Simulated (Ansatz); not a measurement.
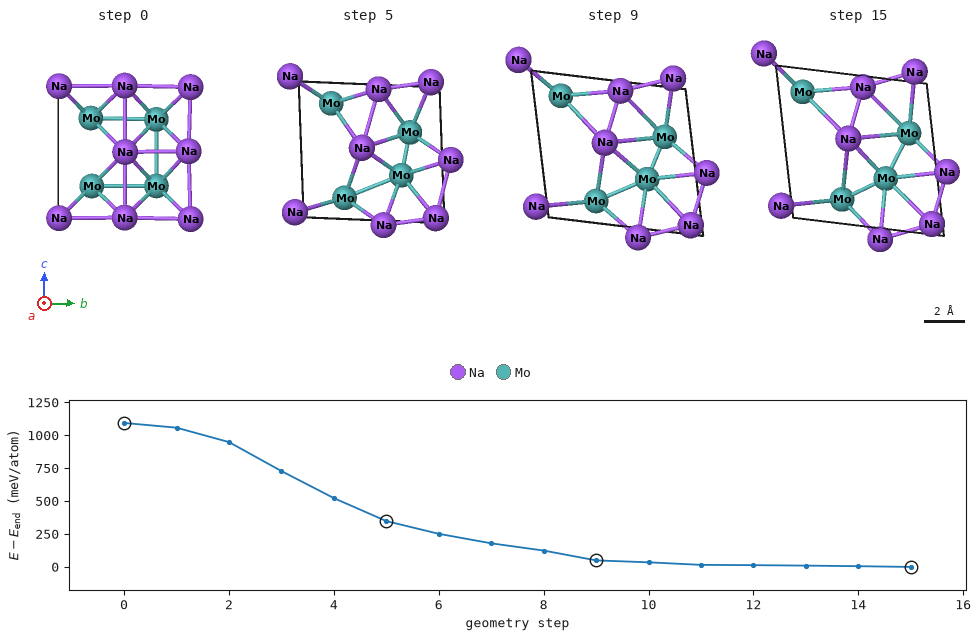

Frames of a relaxation of solid NaMo (built on the caesium chloride type) (coarse preliminary run), marked on the history of the run. Style: ball-and-stick. Shown: the cell of the calculation, reduced to other axes, along the a axis. Lengths and directions refer to the drawn axes.

Theory: DFT PBE, scalar-relativistic, plane waves, PAW in Ansatz. Settings: plane-wave cutoff 420 eV; k-point mesh 8 × 4 × 4; occupations gaussian; smearing width 0.1 eV; no spin polarisation; cell and atoms relaxed; force threshold 0.015 eV/Å; at most 120 steps.

Question: What happens along the run?

Answer: The run was cut off at its time limit before the relaxation converged, so the last structure is only a point on the way. The atom that moves furthest relative to the cell is a Mo atom (1.25 Å along [−3 1 −1]). By element the largest moves are Mo 1.25 Å, Na 0.99 Å. The volume changes by +4.6 %, with a 3.278 → 2.629 Å (−19.8 %), b 6.611 → 7.638 Å (+15.5 %), c 6.636 → 7.707 Å (+16.1 %), α 90.4° → 103.4°, β 90.4° → 90.8°, γ 90.7° → 91.2°. Among the contacts that change: Mo–Mo 3.289 → 5.750 Å, Mo–Mo 3.361 → 5.808 Å, Mo–Mo 3.299 → 5.738 Å, Na–Na 3.225 → 5.285 Å. Bonds break, among them: Na–Na (3.19 → 5.24 Å), Na–Na (3.22 → 5.28 Å), Na–Na (3.30 → 5.28 Å), Na–Na (3.30 → 5.32 Å). The space group stays P1 (No. 1). After 15 geometry steps the energy has fallen by 1094 meV per atom. Largest force component: 0.84 eV/Å at the start, 0.21 eV/Å at the end. Pressure: 1.91 GPa at the start and 0.03 GPa at the end. Cost: 17 min on 1 thread of Arm Neoverse V1, with other jobs on the host, peak memory 0.62 GiB. From step 0 to 5: a Mo atom moves most (0.73 Å), volume +2.8 %, energy −746 meV per atom. From step 5 to 9: Mo atoms move most (0.39 Å), volume +3.7 %, energy −299 meV per atom. From step 9 to 15: a Mo atom moves most (0.44 Å), volume −1.8 %, energy −49.8 meV per atom.

| step | E − E(0), meV/atom | largest force component, eV/Å | pressure, GPa | volume, Å³/atom |
| --- | --- | --- | --- | --- |
| 0 | 0.00 | 0.8372 | 1.91 | 17.973 |
| 1 | -36.04 | 0.8516 | 0.43 | 18.315 |
| 2 | -145.55 | 1.9946 | 0.22 | 18.414 |
| 3 | -365.84 | 2.3184 | 1.85 | 18.227 |
| 4 | -571.42 | 2.4512 | 6.52 | 18.182 |
| 5 | -745.92 | 0.8779 | 6.79 | 18.469 |
| 6 | -842.66 | 0.7711 | 5.60 | 19.083 |
| 7 | -914.92 | 0.8530 | 5.07 | 19.027 |
| 8 | -970.00 | 0.6218 | -0.59 | 19.657 |
| 9 | -1044.62 | 0.6201 | -0.17 | 19.161 |
| 10 | -1059.32 | 0.4953 | 0.78 | 18.775 |
| 11 | -1078.71 | 0.2693 | -0.90 | 19.050 |
| 12 | -1080.82 | 0.2191 | 0.30 | 18.877 |
| 13 | -1084.39 | 0.1329 | -0.18 | 18.902 |
| 14 | -1088.75 | 0.1745 | 0.85 | 18.690 |
| 15 | -1094.37 | 0.2089 | 0.03 | 18.808 |
